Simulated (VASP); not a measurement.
# TiSi2: structure and properties in VASP, part 3 of 5

Wanted: the relaxed cell of TiSi2 and its properties. The start is a cell from a database of measured crystal structures.

VASP 6.6.1, plane waves and PAW; the level of theory is named at each step.

So far. Step 4 (Bands along the symmetry lines (rev-vdW-DF2)): Of the bands kept, 4 cross the Fermi level on this path.

## (5) Density of states (rev-vdW-DF2)

Level of this step: rev-vdW-DF2; plane waves and PAW (Ti_sv, Si) (VASP).

A density of states needs more k-points than a total energy; ISMEAR = -5 takes tetrahedra, and LORBIT projects the states on the PAW spheres. The mesh is finer than in the run before.

INCAR

```
SYSTEM = TiSi2
PREC = Accurate
ENCUT = 400
EDIFF = 1E-06
NELM = 100
ISMEAR = -5
SIGMA = 0.05
LREAL = .FALSE.
ALGO = Normal
GGA = MK
AGGAC = 0
LUSE_VDW = .TRUE.
PARAM1 = 0.1234
PARAM2 = 0.711357
ZAB_VDW = -1.8867
LASPH = .TRUE.
NBANDS = 36
LORBIT = 11
LWAVE = .FALSE.
LCHARG = .FALSE.
KPAR = 4
NEDOS = 2001
```

POSCAR

```
TiSi2
1.0
    0.0000000000      4.1320296154      4.2596087790
    2.4024027494      0.0000000000      4.2596087790
    2.4024027494      4.1320296154      0.0000000000
Ti Si
2 4
Direct
    0.7500000000      0.7500000000      0.7500000000
    0.5000000000      0.5000000000      0.5000000000
    0.0853890933      0.4146109067      0.0853890933
    0.4146109067      0.0853890933      0.4146109067
    0.1646109067      0.8353890933      0.1646109067
    0.8353890933      0.1646109067      0.8353890933
```

KPOINTS

```
Automatic mesh
0
Gamma
9 9 9
0 0 0
```

PAW data sets: Ti_sv and Si (PBE family, release 64).

Started as:

```bash
> mpirun -np 4 vasp_std
```

Log:

```text
[... set-up lines as in an earlier step ...]
 entering main loop
       N       E                     dE             d eps       ncg     rms          rms(c)
DAV:   1     0.359047103163E+03    0.35905E+03   -0.15359E+04  9000   0.987E+02
DAV:   2     0.467464164994E+01   -0.35437E+03   -0.33850E+03  9156   0.319E+02
DAV:   3    -0.321674845697E+02   -0.36842E+02   -0.36067E+02 13908   0.918E+01
DAV:   4    -0.349106931754E+02   -0.27432E+01   -0.27127E+01 12412   0.221E+01
DAV:   5    -0.350348256141E+02   -0.12413E+00   -0.12410E+00 12692   0.418E+00    0.182E+01
DAV:   6    -0.323258714039E+02    0.27090E+01   -0.15685E+01 11908   0.321E+01    0.688E+00
DAV:   7    -0.316540905772E+02    0.67178E+00   -0.32814E+00 10540   0.158E+01    0.536E+00
DAV:   8    -0.316059649667E+02    0.48126E-01   -0.53833E-01 10356   0.621E+00    0.196E+00
DAV:   9    -0.315726922412E+02    0.33273E-01   -0.12739E-01 10500   0.336E+00    0.430E-01
DAV:  10    -0.315730018632E+02   -0.30962E-03   -0.72562E-03 11444   0.461E-01    0.240E-01
DAV:  11    -0.315729306518E+02    0.71211E-04   -0.26448E-03 12708   0.393E-01    0.179E-01
DAV:  12    -0.315728219878E+02    0.10866E-03   -0.68139E-04 10764   0.236E-01    0.195E-02
DAV:  13    -0.315728160576E+02    0.59302E-05   -0.26031E-05 11092   0.333E-02    0.992E-03
DAV:  14    -0.315728166376E+02   -0.58001E-06   -0.12934E-06  8632   0.783E-03
   1 F= -.31572817E+02 E0= -.31572817E+02  d E =0.000000E+00
 -----------------------------------------------------------------------------
|                                                                             |
|           W    W    AA    RRRRR   N    N  II  N    N   GGGG   !!!           |
|           W    W   A  A   R    R  NN   N  II  NN   N  G    G  !!!           |
|           W    W  A    A  R    R  N N  N  II  N N  N  G       !!!           |
|           W WW W  AAAAAA  RRRRR   N  N N  II  N  N N  G  GGG   !            |
|           WW  WW  A    A  R   R   N   NN  II  N   NN  G    G                |
|           W    W  A    A  R    R  N    N  II  N    N   GGGG   !!!           |
|                                                                             |
|     Tetrahedron method does not include variations of the Fermi             |
|     occupations, so forces and stress will be inaccurate. We suggest        |
|     using a different smearing scheme ISMEAR = 1 or 2 for metals in         |
|     relaxations.                                                            |
|                                                                             |
 -----------------------------------------------------------------------------
```

The job ended after 2 min (4 MPI ranks of Intel Xeon Platinum 8259CL at 2.50GHz (Skylake/Cascade Lake), shared host; peak memory 2.3 GiB; 7.9 min of CPU time).

Parts of OUTCAR (step 5):

```text
   k-points           NKPTS =    125   k-points in BZ     NKDIM =    125   number of bands    NBANDS=     36

   NELECT =      40.0000    total number of electrons

 E-fermi :   9.9957

 k-point     1 :       0.0000    0.0000    0.0000
  band No.  band energies     occupation
    ...
     17       7.8209      2.00000
     18       7.9920      2.00000
     19       8.2736      2.00000
     20       8.6314      2.00000
     21       9.1145      2.00000
     22      12.0437      0.00000
     23      13.0987      0.00000
     24      13.2828      0.00000
     25      13.3837      0.00000
     26      13.5058      0.00000
    ...

Total vdW correction in eV:      4.6623959

  Total        0.0242272     -0.2801218      0.3545296      0.0000000      0.0000000      0.0000000
  in kB        0.4589914     -5.3069941      6.7166723      0.0000000      0.0000000      0.0000000
  external PRESSURE =       0.6228898 kB  Pullay stress =       0.0000000 kB

 POSITION                                       TOTAL-FORCE (eV/Angst)
 -----------------------------------------------------------------------------------
      3.60360      6.19804      6.38941         0.000000      0.000000      0.000000
      2.40240      4.13203      4.25961        -0.000000      0.000000      0.000000
      1.20120      0.70566      2.12980         0.000000      0.020904      0.000000
      1.20120      3.42637      2.12980         0.000000     -0.020904      0.000000
      2.40240      1.36035      4.25961        -0.000000     -0.020904     -0.000000
      2.40240      6.90370      4.25961        -0.000000      0.020904     -0.000000
 -----------------------------------------------------------------------------------
    total drift:                               -0.000000     -0.000000      0.000000

  FREE ENERGIE OF THE ION-ELECTRON SYSTEM (eV)
  ---------------------------------------------------
  free  energy   TOTEN  =       -31.5728166376 eV

  energy  without entropy=      -31.5728166376  energy(sigma->0) =      -31.57281664

Total vdW correction in eV:      4.6623500

[... 7 parts as in an earlier step ...]

[... 9 further parts left out ...]
```

With tetrahedra the forces and stress of a metal are not exact derivatives of the energy.

Numbers from this step:

```
irreducible k points   : 125
free energy (TOTEN)    : -31.57 eV
Fermi energy           : 9.996 eV
pressure               : 0.06229 GPa
DOS at the Fermi level : 2.351 states/eV/cell
```

The density of states has structure finer than the step of the table below, so its rows give means over 1 eV, whole bins alone (the curve runs from -12.0 to 3.74 eV). Peaks (eV: height): total -1.9: 4.53, -1.2: 5.58, 2.8: 8.95, 3.6: 7.12; Ti d -0.9: 2.27, 1.3: 2.57, 2.8: 5.85, 3.6: 3.59; Si p -2.7: 0.751, -2.0: 0.960, -1.5: 0.876, 2.6: 0.607; Si s -10.5: 0.614, -7.9: 0.637, -5.9: 0.569, 3.1: 0.556; Ti p -2.3: 0.140, -2.0: 0.165, -1.5: 0.144, 3.6: 0.0802.

States under -12.0 eV and over 3.7 eV are left out. The density of states by energy, zero at the Fermi level; means over each step; values in states/eV/cell:

| energy (eV) | total | Ti d | Si p | Si s | Ti p | Ti s |
| --- | --- | --- | --- | --- | --- | --- |
| -11 | 0.986 | 0.00474 | 0.0287 | 0.347 | 0.0187 | 0.0252 |
| -10 | 0.953 | 0.0115 | 0.0424 | 0.329 | 0.0223 | 0.0134 |
| -9 | 1.19 | 0.0276 | 0.0777 | 0.384 | 0.0245 | 0.0177 |
| -8 | 1.60 | 0.0620 | 0.122 | 0.493 | 0.0299 | 0.0252 |
| -7 | 1.14 | 0.0568 | 0.104 | 0.331 | 0.0181 | 0.0195 |
| -6 | 1.50 | 0.0819 | 0.142 | 0.424 | 0.0308 | 0.0303 |
| -5 | 1.52 | 0.101 | 0.309 | 0.135 | 0.0336 | 0.0496 |
| -4 | 2.22 | 0.198 | 0.468 | 0.169 | 0.0550 | 0.0712 |
| -3 | 2.61 | 0.342 | 0.554 | 0.143 | 0.0889 | 0.0557 |
| -2 | 3.85 | 0.846 | 0.779 | 0.114 | 0.130 | 0.0232 |
| -1 | 4.68 | 1.79 | 0.653 | 0.0641 | 0.0865 | 0.0115 |
| 0 | 2.21 | 1.11 | 0.233 | 0.0269 | 0.0132 | 0.00246 |
| 1 | 2.93 | 1.74 | 0.201 | 0.0588 | 0.0241 | 0.00926 |
| 2 | 2.85 | 1.54 | 0.301 | 0.135 | 0.0197 | 0.0235 |
| 3 | 6.01 | 3.68 | 0.386 | 0.378 | 0.0431 | 0.0418 |

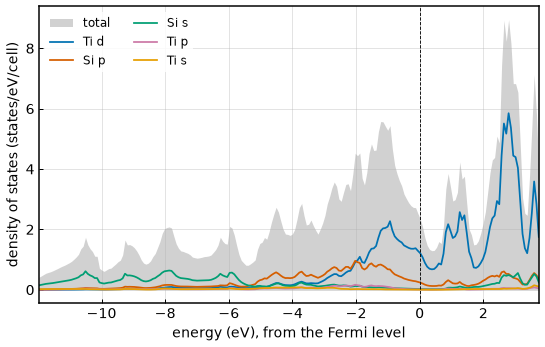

Density of states, plotted against energy.

The finer mesh and the other smearing move the Fermi level by -0.09 eV from the 6×6×6 run, one measure of the sampling error in the zero of the bands above. Of the states within 0.3 eV of the Fermi level, the largest shares in the PAW spheres are Ti d 51 % and Si p 10 %. The rest lies in smaller channels or between the spheres.

## (6) Independent-particle dielectric function (rev-vdW-DF2)

LOPTICS sums transitions from filled to empty bands. NBANDS is raised for it.

Changes to INCAR since step 5:

```diff
@@ -5,3 +5,3 @@
 NELM = 100
-ISMEAR = -5
+ISMEAR = 0
 SIGMA = 0.05
@@ -16,3 +16,3 @@
 LASPH = .TRUE.
-NBANDS = 36
+NBANDS = 68
 LORBIT = 11
@@ -21,2 +21,4 @@
 KPAR = 4
-NEDOS = 2001
+LOPTICS = .TRUE.
+NEDOS = 1500
+CSHIFT = 0.1
```

POSCAR is that of step 5.

KPOINTS is that of step 5.

Started as:

```bash
> mpirun -np 4 vasp_std
```

Log:

```text
[... set-up lines as in an earlier step ...]
 entering main loop
       N       E                     dE             d eps       ncg     rms          rms(c)
DAV:   1     0.345694238443E+03    0.34569E+03   -0.12005E+04 17016   0.522E+02
DAV:   2     0.548616494955E+01   -0.34021E+03   -0.31588E+03 17216   0.179E+02
DAV:   3    -0.326184275967E+02   -0.38105E+02   -0.36553E+02 22028   0.578E+01
DAV:   4    -0.349471021008E+02   -0.23287E+01   -0.22829E+01 22680   0.126E+01
DAV:   5    -0.350383493179E+02   -0.91247E-01   -0.91185E-01 19656   0.224E+00    0.182E+01
DAV:   6    -0.323846006982E+02    0.26537E+01   -0.66180E+00 20092   0.170E+01    0.685E+00
DAV:   7    -0.316553900187E+02    0.72921E+00   -0.13621E+00 20596   0.755E+00    0.508E+00
DAV:   8    -0.316001011098E+02    0.55289E-01   -0.21299E-01 22304   0.295E+00    0.158E+00
DAV:   9    -0.315737613336E+02    0.26340E-01   -0.94118E-02 20356   0.199E+00    0.634E-01
DAV:  10    -0.315703294859E+02    0.34318E-02   -0.88597E-03 20112   0.471E-01    0.135E-01
DAV:  11    -0.315704500873E+02   -0.12060E-03   -0.10116E-03 20604   0.992E-02    0.830E-02
DAV:  12    -0.315704299807E+02    0.20107E-04   -0.51448E-05 19656   0.392E-02    0.115E-02
DAV:  13    -0.315704275582E+02    0.24224E-05   -0.26825E-06 19348   0.595E-03    0.120E-02
DAV:  14    -0.315704267263E+02    0.83197E-06   -0.70503E-07 14244   0.430E-03
   1 F= -.31570427E+02 E0= -.31568768E+02  d E =-.331814E-02
 optical routines
 imaginary and real dielectric function
 recalculating local potential from charge density
 direction            1
 direction            2
 direction            3
```

It took 3.6 min on 4 MPI ranks; peak memory 3.3 GiB; 11 min of CPU time.

Parts of OUTCAR (step 6):

```text
   k-points           NKPTS =    125   k-points in BZ     NKDIM =    125   number of bands    NBANDS=     68

   NELECT =      40.0000    total number of electrons

 E-fermi :  10.0315

 k-point     1 :       0.0000    0.0000    0.0000
  band No.  band energies     occupation
    ...
     17       7.8208      2.00000
     18       7.9940      2.00000
     19       8.2733      2.00000
     20       8.6297      2.00000
     21       9.1114      2.00000
     22      12.0390      0.00000
     23      13.0968      0.00000
     24      13.2827      0.00000
     25      13.3808      0.00000
     26      13.5039      0.00000
    ...

  Total       -0.0645997     -0.4061822      0.5469776      0.0000000      0.0000000      0.0000000
  in kB       -1.2238610     -7.6952463     10.3626581      0.0000000      0.0000000      0.0000000
  external PRESSURE =       0.4811836 kB  Pullay stress =       0.0000000 kB

 POSITION                                       TOTAL-FORCE (eV/Angst)
 -----------------------------------------------------------------------------------
      3.60360      6.19804      6.38941        -0.000000     -0.000000     -0.000000
      2.40240      4.13203      4.25961        -0.000000     -0.000000      0.000000
      1.20120      0.70566      2.12980         0.000000      0.036609      0.000000
      1.20120      3.42637      2.12980         0.000000     -0.036609      0.000000
      2.40240      1.36035      4.25961         0.000000     -0.036609     -0.000000
      2.40240      6.90370      4.25961         0.000000      0.036609     -0.000000
 -----------------------------------------------------------------------------------
    total drift:                               -0.000000     -0.000000      0.000000

  FREE ENERGIE OF THE ION-ELECTRON SYSTEM (eV)
  ---------------------------------------------------
  free  energy   TOTEN  =       -31.5704267263 eV

  energy  without entropy=      -31.5671085851  energy(sigma->0) =      -31.56876766

Total vdW correction in eV:      4.6622253

Total vdW correction in eV:      4.6622253

 plasma frequency squared (from intraband transitions) (eV^2)
  --------------------------------------------------------------------------------------
      27.659       0.000       0.000
       0.000      14.920       0.000
       0.000       0.000      40.566

[... 8 parts as in an earlier step ...]

[... 8 further parts left out ...]
```

These are independent-particle spectra without excitons or local fields, and fine structure depends on the mesh and on CSHIFT. The intraband (Drude) part is not in this spectrum.

Numbers from this step:

| Quantity | Value |
| --- | --- |
| bands | 68 |
| energy at zero smearing | -31.57 eV |
| Fermi energy | 10.03 eV |
| pressure | 0.04812 GPa |

The imaginary dielectric function has structure finer than the step of the table below, so its rows give means over 1 eV, whole bins alone (the curve runs from 0 to 25.0 eV). Peaks (eV: height): xx 0.1: 21.4, 1.3: 28.8, 4.9: 22.2; yy 0.1: 28.6, 0.8: 29.1, 4.9: 22.3; zz 0.1: 28.2, 0.7: 33.1, 1.1: 28.2, 3.7: 27.6.

Imaginary dielectric function against photon energy; means over each step:

| photon energy (eV) | xx | yy | zz |
| --- | --- | --- | --- |
| 1 | 18.2 | 23.3 | 26.5 |
| 2 | 18.3 | 20.6 | 19.4 |
| 3 | 19.7 | 16.1 | 21.1 |
| 4 | 20.0 | 16.4 | 23.5 |
| 5 | 21.1 | 20.8 | 19.1 |
| 6 | 13.9 | 14.3 | 12.5 |
| 7 | 6.44 | 6.01 | 6.37 |
| 8 | 3.28 | 3.30 | 3.13 |
| 9 | 2.04 | 1.98 | 1.88 |
| 10 | 1.13 | 1.24 | 1.22 |
| 11 | 0.752 | 0.942 | 0.915 |
| 12 | 0.498 | 0.613 | 0.607 |
| 13 | 0.347 | 0.460 | 0.434 |
| 14 | 0.270 | 0.350 | 0.324 |
| 15 | 0.207 | 0.245 | 0.228 |
| 16 | 0.162 | 0.185 | 0.175 |
| 17 | 0.128 | 0.143 | 0.142 |
| 18 | 0.0971 | 0.115 | 0.120 |
| 19 | 0.0872 | 0.0958 | 0.107 |
| 20 | 0.0813 | 0.0872 | 0.106 |
| 21 | 0.0784 | 0.0771 | 0.0928 |
| 22 | 0.0724 | 0.0739 | 0.0773 |
| 23 | 0.0685 | 0.0741 | 0.0713 |
| 24 | 0.0681 | 0.0726 | 0.0654 |

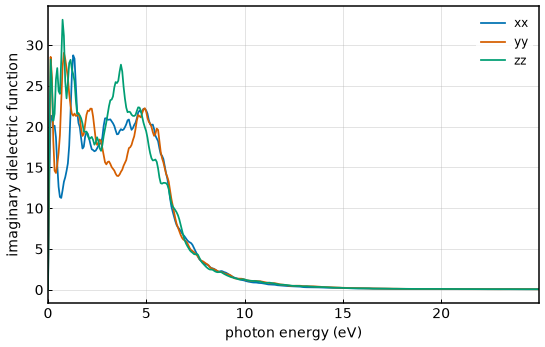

Imaginary dielectric function, plotted against photon energy.

The real dielectric function by photon energy:

| photon energy (eV) | xx | yy | zz |
| --- | --- | --- | --- |
| 0 | 64.6 | 73.6 | 83.7 |
| 1 | 31.7 | 21.8 | 27.4 |
| 2 | 14.9 | 14.4 | 13.8 |
| 3 | 11.3 | 7.08 | 14.7 |
| 4 | 6.24 | 8.51 | 0.912 |
| 5 | -2.06 | -0.998 | -6.07 |
| 6 | -10.4 | -9.38 | -7.85 |
| 7 | -8.07 | -7.85 | -8.91 |
| 8 | -6.16 | -5.77 | -6.25 |
| 9 | -4.50 | -4.18 | -4.40 |
| 10 | -3.38 | -3.06 | -3.13 |
| 11 | -2.45 | -2.29 | -2.40 |
| 12 | -1.79 | -1.75 | -1.81 |
| 13 | -1.31 | -1.23 | -1.31 |
| 14 | -0.909 | -0.909 | -0.986 |
| 15 | -0.621 | -0.619 | -0.694 |
| 16 | -0.393 | -0.382 | -0.423 |
| 17 | -0.200 | -0.181 | -0.221 |
| 18 | -0.0471 | -0.0338 | -0.0661 |
| 19 | 0.103 | 0.109 | 0.0745 |
| 20 | 0.219 | 0.221 | 0.184 |
| 21 | 0.309 | 0.318 | 0.267 |
| 22 | 0.386 | 0.403 | 0.353 |
| 23 | 0.465 | 0.480 | 0.433 |
| 24 | 0.529 | 0.532 | 0.495 |

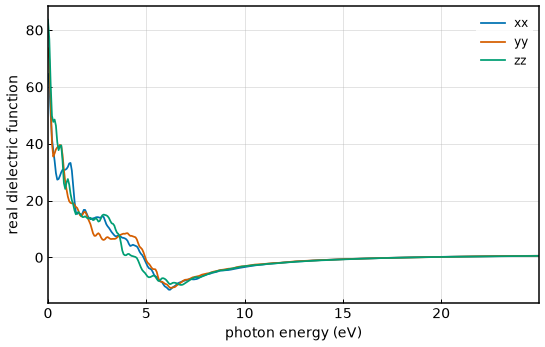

Real dielectric function against photon energy.

## (7) Volume scan with rev-vdW-DF2

An equation of state needs energies on both sides of the minimum, all on one mesh and cutoff.

Changes to INCAR since step 6:

```diff
@@ -16,3 +16,3 @@
 LASPH = .TRUE.
-NBANDS = 68
+NBANDS = 26
 LORBIT = 11
@@ -21,4 +21,2 @@
 KPAR = 4
-LOPTICS = .TRUE.
-NEDOS = 1500
-CSHIFT = 0.1
+ISIF = 2
```

Changes to POSCAR since step 6:

```diff
@@ -2,5 +2,5 @@
 1.0
-    0.0000000000      4.1320296154      4.2596087790
-    2.4024027494      0.0000000000      4.2596087790
-    2.4024027494      4.1320296154      0.0000000000
+    0.0000000000      4.0476788120      4.1726535885
+    2.3533603609      0.0000000000      4.1726535885
+    2.3533603609      4.0476788120      0.0000000000
 Ti Si
```

KPOINTS

```
Automatic mesh
0
Gamma
6 6 6
0 0 0
```

Started as:

```bash
> mpirun -np 4 vasp_std
```

Log:

```text
[... set-up lines as in an earlier step ...]
 entering main loop
       N       E                     dE             d eps       ncg     rms          rms(c)
DAV:   1     0.364660534548E+03    0.36466E+03   -0.16689E+04  2392   0.139E+03
DAV:   2     0.106491096057E+02   -0.35401E+03   -0.34785E+03  2408   0.423E+02
DAV:   3    -0.316606587544E+02   -0.42310E+02   -0.41506E+02  4240   0.123E+02
DAV:   4    -0.344594638258E+02   -0.27988E+01   -0.27916E+01  3296   0.294E+01
DAV:   5    -0.346188426054E+02   -0.15938E+00   -0.15935E+00  3770   0.607E+00    0.198E+01
DAV:   6    -0.319261603931E+02    0.26927E+01   -0.33724E+01  3420   0.433E+01    0.672E+00
DAV:   7    -0.314906480663E+02    0.43551E+00   -0.60277E+00  3184   0.185E+01    0.547E+00
DAV:   8    -0.314435239354E+02    0.47124E-01   -0.57832E-01  3294   0.619E+00    0.930E-01
DAV:   9    -0.314384160335E+02    0.51079E-02   -0.90494E-02  3384   0.257E+00    0.432E-01
DAV:  10    -0.314389782204E+02   -0.56219E-03   -0.29014E-03  3186   0.442E-01    0.176E-01
DAV:  11    -0.314390291983E+02   -0.50978E-04   -0.16606E-03  3748   0.311E-01    0.105E-01
DAV:  12    -0.314390031254E+02    0.26073E-04   -0.49622E-04  3384   0.178E-01    0.163E-02
DAV:  13    -0.314389998665E+02    0.32589E-05   -0.31653E-05  3284   0.498E-02    0.892E-03
DAV:  14    -0.314389993535E+02    0.51306E-06   -0.93443E-07  2248   0.856E-03
   1 F= -.31438999E+02 E0= -.31437804E+02  d E =-.239126E-02
```

Elapsed: 2 min, on 4 MPI ranks; peak memory 1.8 GiB.

From OUTCAR (step 7):

```text
   ENCUT  =  400.0 eV  29.40 Ry    5.42 a.u.   9.48  7.81  7.64*2*pi/ulx,y,z

   NELECT =      40.0000    total number of electrons

 E-fermi :  10.8446

 k-point     1 :       0.0000    0.0000    0.0000
  band No.  band energies     occupation
    ...
     17       8.4604      2.00000
     18       8.7324      2.00000
     19       9.0042      2.00000
     20       9.3522      2.00000
     21       9.7940      2.00000
     22      12.9663      0.00000
     23      14.1020      0.00000
     24      14.4366      0.00000
     25      14.4936      0.00000
     26      14.5999      0.00000

Total vdW correction in eV:      4.5327392

  Total        4.8786352      4.3196175      6.0077074      0.0000000      0.0000000      0.0000000
  in kB       98.3268490     87.0600807    121.0828272      0.0000000      0.0000000      0.0000000
  external PRESSURE =     102.1565856 kB  Pullay stress =       0.0000000 kB

 POSITION                                       TOTAL-FORCE (eV/Angst)
 -----------------------------------------------------------------------------------
      3.53004      6.07152      6.25898        -0.000000      0.000000     -0.000000
      2.35336      4.04768      4.17265         0.000000      0.000000      0.000000
      1.17668      0.69126      2.08633        -0.000000     -0.008461      0.000000
      1.17668      3.35642      2.08633        -0.000000      0.008461      0.000000
      2.35336      1.33258      4.17265         0.000000      0.008461      0.000000
      2.35336      6.76277      4.17265         0.000000     -0.008461      0.000000
 -----------------------------------------------------------------------------------
    total drift:                               -0.000000     -0.000000      0.000000

  FREE ENERGIE OF THE ION-ELECTRON SYSTEM (eV)
  ---------------------------------------------------
  free  energy   TOTEN  =       -31.4389993535 eV

  energy  without entropy=      -31.4366080904  energy(sigma->0) =      -31.43780372

Total vdW correction in eV:      4.5326941

[... 4 parts as in an earlier step ...]

[... 12 further parts left out ...]
```

The scan keeps the cell's shape and the fractional positions fixed.

This step gave:

| Item | Value |
| --- | --- |
| bands | 26 |
| irreducible k points | 46 |
| free energy (TOTEN) | -31.44 eV |
| energy at zero smearing | -31.44 eV |
| Fermi energy | 10.84 eV |
| pressure | 10.22 GPa |

The pressure here is 10.22 GPa.

[end of part 3 of 5]

[Lines on the potential files, build, host, timing and source positions are cut from VASP's logs without a mark.]

[Logs are printed without paths, hosts, clocks, repeated set-up lines and the standing remarks that a program may print on its own settings, such as how far it seeks lower states.]

[Hosts, paths, dates, database ids (printed as entryN), source tags and the programs' standing remarks are cut or masked in the printed files.]

[A measured line is paired with the nearest computed mode of its activity, which favours agreement.]
